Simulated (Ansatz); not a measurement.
AlN$_{2}$H$_{6}$F: geometry relaxation (part 2 of 2)

AlN$_{2}$H$_{6}$F; RKS B3LYP-D4/6-31G* (Ansatz 0.2.0). The input holds or restrains some coordinates. It belongs to a series of runs on one base structure; here: pulled along the bonds that form and break, towards end A.

Geometry of the input (Å):
```
Al 0.0000  0.0000  0.0000
F  0.0000  0.0000  2.0400
N  1.6627  0.0000  -0.9600
H  2.1293  -0.9179  -1.2118
H  2.1141  0.9179  -1.2382
N  -1.6627  0.0000  -0.9600
H  -2.3316  -0.8164  -0.8614
H  -1.9118  0.8164  -1.5886
H  0.0834  1.7631  0.5865
H  0.0624  1.3199  1.5347
```

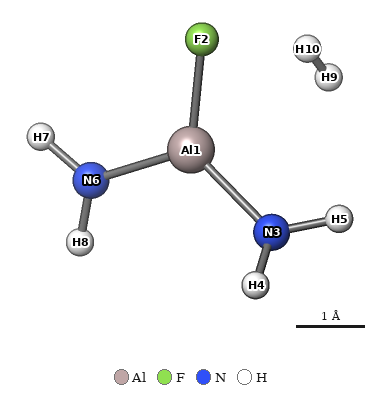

*The geometry at step 10 of the log (ball-and-stick view, seen at a tilt; atoms are numbered from 1 in the order of the input).*

### Trajectory as extended XYZ, continued
```
10
Properties=species:S:1:pos:R:3:forces:R:3 step=2 energy=-12392.75067
Al   -0.0048   -0.1486    0.0163    0.1618   1.8032   0.5358
F    -0.0057   -0.1117    1.9768   -0.0933  -1.0726  -3.3134
N     1.6502   -0.0081   -0.9495   -1.2215  -0.4455   0.9214
H     2.1279   -0.9012   -1.2123   -0.2350   1.6151   0.0782
H     2.1072    0.8999   -1.2315   -0.5142  -1.7920   0.4961
N    -1.6530   -0.0087   -0.9476    1.1071  -0.5847   1.1199
H    -2.3282   -0.8017   -0.8670    0.4315   1.4729  -0.4132
H    -1.9070    0.7996   -1.5771    0.3150  -1.6808   0.9452
H     0.0905    1.9127    0.7111   -0.0211  -0.4656   1.3274
H     0.0688    1.4507    1.4219    0.0698   1.1500  -1.6973
10
Properties=species:S:1:pos:R:3:forces:R:3 step=3 energy=-12393.43645
Al   -0.0088   -0.2894    0.0406    0.2435   2.4043   0.0483
F    -0.0136   -0.2645    1.8658   -0.0875  -0.9117  -3.0214
N     1.6277   -0.0175   -0.9327   -1.2073  -0.6116   0.9257
H     2.1246   -0.8796   -1.2106   -0.0611   1.0654   0.0105
H     2.0947    0.8729   -1.2209   -0.6078  -1.3741   0.5195
N    -1.6331   -0.0196   -0.9279    1.0683  -0.6567   1.0948
H    -2.3242   -0.7818   -0.8704    0.0971   0.9661  -0.2513
H    -1.8960    0.7725   -1.5613    0.5186  -1.3777   0.7897
H     0.0966    2.0538    0.7951    0.0527   1.2475  -1.3583
H     0.0780    1.6361    1.3636   -0.0166  -0.7514   1.2426
10
Properties=species:S:1:pos:R:3:forces:R:3 step=4 energy=-12394.15935
Al   -0.0070   -0.3213    0.0078    0.1724   1.9342  -1.1819
F    -0.0207   -0.3699    1.7022   -0.0571  -0.6541  -0.8897
N     1.6009   -0.0453   -0.9095   -0.9507  -0.4880   0.6994
H     2.1258   -0.8656   -1.2090    0.0475   0.4081  -0.0419
H     2.0636    0.8275   -1.1918   -0.4001  -0.6393   0.3275
N    -1.6119   -0.0484   -0.8951    0.8344  -0.5055   0.7687
H    -2.3328   -0.7657   -0.8602   -0.1045   0.4232  -0.0216
H    -1.8590    0.7160   -1.5390    0.4303  -0.7609   0.3437
H     0.1031    2.2213    0.8682    0.0586   1.4858  -1.4061
H     0.0839    1.7345    1.3676   -0.0306  -1.2035   1.4017
10
Properties=species:S:1:pos:R:3:forces:R:3 step=5 energy=-12394.60711
Al   -0.0072   -0.1894   -0.0651    0.0133   0.2662  -0.2825
F    -0.0222   -0.4292    1.5996   -0.0687  -0.2427  -0.4606
N     1.5821   -0.0531   -0.9149   -0.4177   0.0191   0.2067
H     2.0976   -0.8724   -1.2137    0.0117   0.0933  -0.0338
H     2.0889    0.7935   -1.1483   -0.0572  -0.1370   0.1070
N    -1.6072   -0.0701   -0.8888    0.1823  -0.0794   0.0744
H    -2.3644   -0.7385   -0.7445    0.1192   0.4640   0.0340
H    -1.8232    0.5874   -1.6445    0.1815  -0.5886   0.2634
H     0.1097    2.3556    1.0089    0.0127   0.1363  -0.1368
H     0.0917    1.6993    1.3526    0.0229   0.0687   0.2282
10
Properties=species:S:1:pos:R:3:forces:R:3 step=6 energy=-12394.72251
Al   -0.0116   -0.1634   -0.1140    0.0596   0.0477   0.1661
F    -0.0354   -0.4163    1.5395   -0.0930  -0.2521  -0.1434
N     1.5625   -0.0407   -0.9398   -0.0633   0.0903  -0.1022
H     2.0805   -0.8589   -1.2316    0.0329   0.0100  -0.0563
H     2.1016    0.7962   -1.1150    0.0257  -0.0112   0.0782
N    -1.5956   -0.0872   -0.9102   -0.3445  -0.2231  -0.0412
H    -2.4050   -0.6470   -0.6230    0.3229   0.5592  -0.1327
H    -1.7766    0.4380   -1.7649    0.0232  -0.4205   0.1810
H     0.1202    2.3400    1.0687    0.0377   1.0185  -0.5960
H     0.1053    1.7222    1.4315   -0.0012  -0.8188   0.6466
10
Properties=species:S:1:pos:R:3:forces:R:3 step=7 energy=-12394.81585
Al   -0.0213   -0.1415   -0.1160    0.0209  -0.0937   0.3348
F    -0.0610   -0.3985    1.5393   -0.0784  -0.1455  -0.1899
N     1.5360   -0.0058   -0.9592    0.1952   0.1866  -0.2080
H     1.9980   -0.8152   -1.3610   -0.0217   0.1683  -0.0268
H     2.1583    0.7979   -0.9616   -0.0891  -0.2548   0.0962
N    -1.5928   -0.1212   -0.9262   -0.2333  -0.1204  -0.1110
H    -2.4325   -0.5665   -0.5562    0.2007   0.3500  -0.1741
H    -1.7371    0.2653   -1.8573   -0.0346  -0.2916   0.2405
H     0.1648    2.3407    1.0890    0.0757   1.1987  -0.7005
H     0.1333    1.7278    1.4503   -0.0353  -0.9977   0.7388
10
Properties=species:S:1:pos:R:3:forces:R:3 step=8 energy=-12394.87006
Al   -0.0252   -0.1550   -0.1223   -0.0065   0.0032   0.3857
F    -0.0758   -0.3567    1.5440   -0.0280  -0.1496  -0.2891
N     1.5159    0.0303   -0.9960    0.7790   0.5940   0.0298
H     1.9284   -0.7491   -1.5136   -0.0274   0.4933   0.1613
H     2.2231    0.7665   -0.7800   -0.7534  -1.0854  -0.2482
N    -1.5923   -0.1630   -0.9433   -0.1851  -0.1243  -0.0360
H    -2.4636   -0.4673   -0.5068    0.2761   0.2051  -0.3051
H    -1.7093    0.0980   -1.9206   -0.0972  -0.1627   0.3156
H     0.1881    2.3227    1.0719    0.0804   1.0506  -0.7097
H     0.1564    1.7565    1.5080   -0.0377  -0.8242   0.6957
10
Properties=species:S:1:pos:R:3:forces:R:3 step=9 energy=-12394.92223
Al   -0.0733   -0.1853   -0.1154    0.0708   0.1484   0.3796
F    -0.1473   -0.3653    1.5538   -0.0226  -0.1389  -0.3385
N     1.4775    0.1070   -0.9521    0.0511  -0.0142  -0.0200
H     1.9327   -0.6103   -1.5066   -0.0196   0.1390  -0.0304
H     2.1644    0.7907   -0.6415   -0.1393  -0.2458   0.0169
N    -1.6261   -0.2255   -0.9623   -0.1033  -0.0826  -0.0612
H    -2.5115   -0.4762   -0.5292    0.1834   0.0751  -0.1876
H    -1.7367    0.0216   -1.9418   -0.0533  -0.0955   0.2167
H     0.3787    2.3035    1.0147    0.1727   1.0434  -0.6870
H     0.2874    1.7228    1.4218   -0.1400  -0.8289   0.7115
10
Properties=species:S:1:pos:R:3:forces:R:3 step=10 energy=-12394.96234
Al   -0.0763   -0.1240   -0.1067   -0.0600  -0.1940   0.3142
F    -0.1612   -0.3012    1.5613    0.0179  -0.0503  -0.3282
N     1.4683    0.1184   -0.9572    0.2249  -0.0079   0.0031
H     1.8220   -0.5330   -1.6539   -0.0996   0.2105   0.0876
H     2.2402    0.6456   -0.5562   -0.1213  -0.1816  -0.0562
N    -1.6052   -0.2842   -0.9835   -0.1024   0.0212  -0.0435
H    -2.4998   -0.4895   -0.5535    0.0881  -0.0139  -0.0320
H    -1.7226   -0.0668   -1.9659    0.0162  -0.0060   0.0614
H     0.3869    2.3394    1.0650    0.2174   1.1827  -0.8244
H     0.2935    1.7784    1.4918   -0.1813  -0.9608   0.8181
10
Properties=species:S:1:pos:R:3:forces:R:3 step=11 energy=-12394.99700
Al   -0.0691   -0.1371   -0.0867   -0.0542  -0.0833   0.2692
F    -0.1495   -0.2807    1.5838    0.0210  -0.0975  -0.3257
N     1.4812    0.1161   -0.9211    0.1355  -0.1419  -0.0842
H     1.7426   -0.3900   -1.7674   -0.0435   0.2711   0.2837
H     2.3042    0.4869   -0.4526   -0.1229  -0.1560  -0.1488
N    -1.5992   -0.2713   -0.9690   -0.0024  -0.0365   0.0072
H    -2.4814   -0.5458   -0.5558    0.0287   0.0077  -0.0045
H    -1.7173   -0.0473   -1.9478   -0.0019   0.0017  -0.0204
H     0.4155    2.3461    1.0196    0.3714   1.1255  -0.8086
H     0.2187    1.8061    1.4382   -0.3316  -0.8908   0.8322
10
Properties=species:S:1:pos:R:3:forces:R:3 step=12 energy=-12395.01888
Al   -0.0803   -0.1292   -0.0816    0.1071  -0.1115   0.3955
F    -0.1351   -0.2368    1.5931   -0.0261  -0.1414  -0.3612
N     1.4833    0.0962   -0.8892    0.1066  -0.0779  -0.0835
H     1.6776   -0.2184   -1.8337   -0.0384   0.0730   0.0824
H     2.3526    0.2980   -0.4080   -0.1031  -0.0136  -0.0136
N    -1.5921   -0.3111   -0.9819   -0.0260   0.0287  -0.0192
H    -2.4792   -0.5582   -0.5640   -0.0140   0.0106  -0.0172
H    -1.7063   -0.0778   -1.9595   -0.0284  -0.0247   0.0005
H     0.3779    2.3713    1.0021    0.2848   1.1633  -0.9036
H     0.2472    1.8489    1.4639   -0.2624  -0.9065   0.9198
10
Properties=species:S:1:pos:R:3:forces:R:3 step=13 energy=-12394.98590 accepted=F
Al   -0.0575   -0.1434   -0.0647    0.1464  -0.0885   0.4556
F    -0.0847   -0.2342    1.6120   -0.0784  -0.1781  -0.3859
N     1.5083    0.0474   -0.8690    0.7529  -0.1432  -1.2289
H     1.6248   -0.0640   -1.9091   -0.0175   0.1748   1.6321
H     2.4201    0.1140   -0.3921   -0.7332  -0.0447  -0.4874
N    -1.5724   -0.3033   -0.9651   -0.0534   0.0373   0.0032
H    -2.4668   -0.5115   -0.5398    0.0066   0.0292  -0.0462
H    -1.6795   -0.0898   -1.9486   -0.0386  -0.0461   0.0319
H     0.3298    2.3872    0.9784    0.3091   0.9383  -0.7279
H     0.1236    1.8805    1.4393   -0.2938  -0.6790   0.7535
10
Properties=species:S:1:pos:R:3:forces:R:3 step=14 energy=-12395.02589
Al   -0.0508   -0.1462   -0.0736    0.0125  -0.0670   0.3395
F    -0.0960   -0.2564    1.6006   -0.0107  -0.1414  -0.3546
N     1.5071    0.0604   -0.8949    0.0924  -0.0946  -0.1670
H     1.6722   -0.2044   -1.8626   -0.0118   0.0995   0.2115
H     2.3851    0.2505   -0.4249   -0.0975  -0.0364  -0.0518
N    -1.5779   -0.2778   -0.9621    0.0043   0.0056  -0.0057
H    -2.4703   -0.4957   -0.5379    0.0134   0.0067  -0.0249
H    -1.6874   -0.0757   -1.9477   -0.0217  -0.0202   0.0320
H     0.2944    2.3799    0.9954    0.2553   1.1559  -0.8784
H     0.1694    1.8484    1.4490   -0.2362  -0.9080   0.8995
10
Properties=species:S:1:pos:R:3:forces:R:3 step=15 energy=-12395.03443
Al   -0.0301   -0.1342   -0.0702   -0.0189  -0.1567   0.2980
F    -0.0650   -0.2637    1.6027    0.0069  -0.0976  -0.3502
N     1.5280    0.0244   -0.9011    0.0029  -0.0551  -0.1461
H     1.6617   -0.1750   -1.8885    0.0235   0.0765   0.2089
H     2.4169    0.1717   -0.4388   -0.0511  -0.0234  -0.0559
N    -1.5654   -0.2527   -0.9494    0.0447   0.0217  -0.0028
H    -2.4577   -0.4602   -0.5208    0.0037   0.0080  -0.0073
H    -1.6749   -0.0830   -1.9410   -0.0195  -0.0102   0.0256
H     0.2002    2.4056    1.0035    0.1355   1.0878  -0.7785
H     0.1321    1.8501    1.4448   -0.1276  -0.8510   0.8082
10
Properties=species:S:1:pos:R:3:forces:R:3 step=16 energy=-12395.04237 accepted=F
Al   -0.0112   -0.1500   -0.0718   -0.0215  -0.0656   0.3388
F    -0.0379   -0.2539    1.6031   -0.0003  -0.1594  -0.3604
N     1.5441   -0.0035   -0.9098   -0.1004  -0.0365  -0.0248
H     1.6600   -0.1427   -1.9060    0.0593   0.0322   0.0566
H     2.4376    0.1185   -0.4530    0.0142  -0.0120  -0.0262
N    -1.5552   -0.2386   -0.9390    0.0550  -0.0014   0.0114
H    -2.4482   -0.4254   -0.5032   -0.0070   0.0042   0.0060
H    -1.6684   -0.0841   -1.9319   -0.0162  -0.0104  -0.0096
H     0.1784    2.3947    0.9915    0.1763   0.8909  -0.6629
H     0.0467    1.8679    1.4613   -0.1593  -0.6419   0.6710
10
Properties=species:S:1:pos:R:3:forces:R:3 step=17 energy=-12395.03498
Al   -0.0215   -0.1467   -0.0707   -0.0101  -0.0933   0.3293
F    -0.0506   -0.2617    1.6033    0.0080  -0.1340  -0.3519
N     1.5352    0.0103   -0.9012    0.0135  -0.0344  -0.0480
H     1.6675   -0.1326   -1.8952    0.0152   0.0282   0.0629
H     2.4264    0.1284   -0.4367   -0.0250  -0.0090  -0.0181
N    -1.5610   -0.2434   -0.9417   -0.0068   0.0003  -0.0072
H    -2.4532   -0.4374   -0.5066    0.0032   0.0072   0.0012
H    -1.6764   -0.0860   -1.9342   -0.0049  -0.0096   0.0037
H     0.1747    2.3997    0.9878    0.1410   1.1403  -0.8359
H     0.1046    1.8524    1.4362   -0.1342  -0.8956   0.8640
10
Properties=species:S:1:pos:R:3:forces:R:3 step=18 energy=-12395.03438
Al   -0.0134   -0.1440   -0.0762   -0.0008  -0.1192   0.3256
F    -0.0313   -0.2588    1.5981    0.0000  -0.1332  -0.3547
N     1.5456   -0.0129   -0.9058    0.0145  -0.0088  -0.0175
H     1.6769   -0.0593   -1.9079   -0.0013   0.0052   0.0197
H     2.4379    0.0584   -0.4348   -0.0056  -0.0014  -0.0024
N    -1.5590   -0.2343   -0.9369   -0.0187   0.0060  -0.0072
H    -2.4525   -0.3809   -0.4857    0.0074   0.0047  -0.0058
H    -1.6773   -0.1440   -1.9375    0.0019  -0.0022   0.0181
H     0.1417    2.4009    0.9883    0.1332   1.2153  -0.9003
H     0.0771    1.8579    1.4395   -0.1307  -0.9665   0.9244
```

### Key numbers

```csv
quantity,value
outcome,converged under the restraints of the input
total energy,−12395.0346 eV
mean-field energy,−12394.7925 eV
"largest force (length of the vector) at the end, held atoms and coordinates included",1.518 eV/Å
hardware,"1 thread of Intel Xeon (Granite Rapids), 32 GiB of memory available, shared host"
wall time,33 s
peak memory,0.17 GiB
```
